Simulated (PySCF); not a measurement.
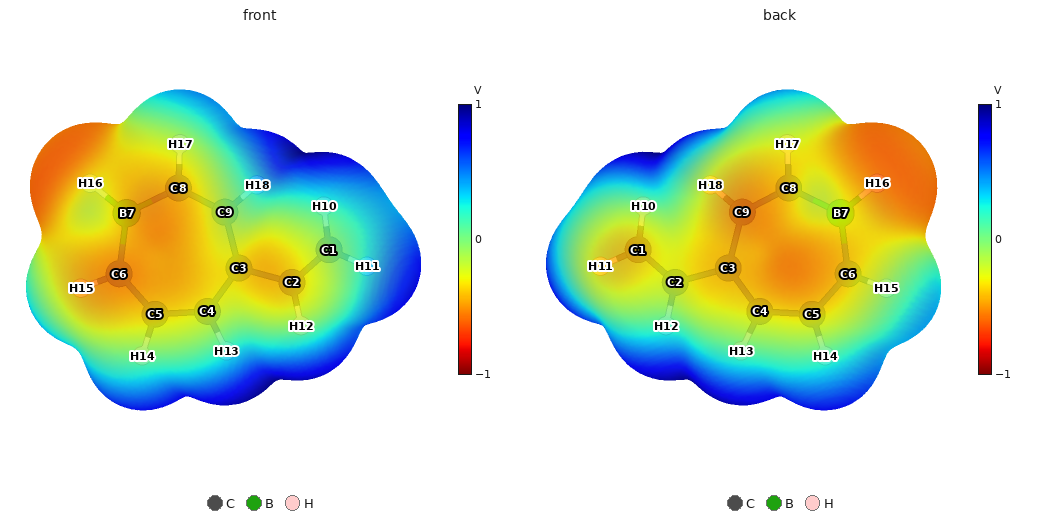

Figure 1: C8H9B (SMILES C=CC1=CC=CBC=C1). The molecular electrostatic potential painted on the density surface at 0.001 e/bohr³, seen from the front and from behind; red is negative and blue positive.

Geometry: PBE0-D3(BJ)/def2-SVP.

Computed with PySCF 2.14.0, PBE0/pcSseg-1, SCF density, gas phase, non-relativistic.

```yaml
atoms:
  - { symbol: C, position_ang: [2.9720, 0.9265, -0.2947] }
  - { symbol: C, position_ang: [2.2287, -0.1640, -0.0664] }
  - { symbol: C, position_ang: [0.7751, -0.2470, 0.1660] }
  - { symbol: C, position_ang: [0.2987, -1.5113, 0.4774] }
  - { symbol: C, position_ang: [-1.0027, -1.9877, 0.7750] }
  - { symbol: C, position_ang: [-2.1971, -1.3115, 0.8602] }
  - { symbol: B, position_ang: [-2.4459, 0.1755, 0.6382] }
  - { symbol: C, position_ang: [-1.3442, 1.1592, 0.2416] }
  - { symbol: C, position_ang: [-0.0036, 0.9494, 0.0489] }
  - { symbol: H, position_ang: [2.5618, 1.9384, -0.3360] }
  - { symbol: H, position_ang: [4.0499, 0.8345, -0.4454] }
  - { symbol: H, position_ang: [2.7455, -1.1294, -0.0324] }
  - { symbol: H, position_ang: [1.0696, -2.2895, 0.4996] }
  - { symbol: H, position_ang: [-1.0278, -3.0677, 0.9691] }
  - { symbol: H, position_ang: [-3.0536, -1.9472, 1.1176] }
  - { symbol: H, position_ang: [-3.5745, 0.6022, 0.7692] }
  - { symbol: H, position_ang: [-1.6461, 2.2014, 0.0754] }
  - { symbol: H, position_ang: [0.5828, 1.8266, -0.2445] }
```

Which sites attract a positive test charge, and which a negative one?

A positive charge is drawn to the negative regions and a negative charge to the positive ones. The most negative region (about −0.6 V, or −14 kcal/mol for a unit charge) lies over H16, the most positive (about +1.0 V, or +23 kcal/mol for a unit charge) over H10, H12, H13 and H18.

How polar is the molecule by this calculation?

Its dipole moment is 2.37 D.
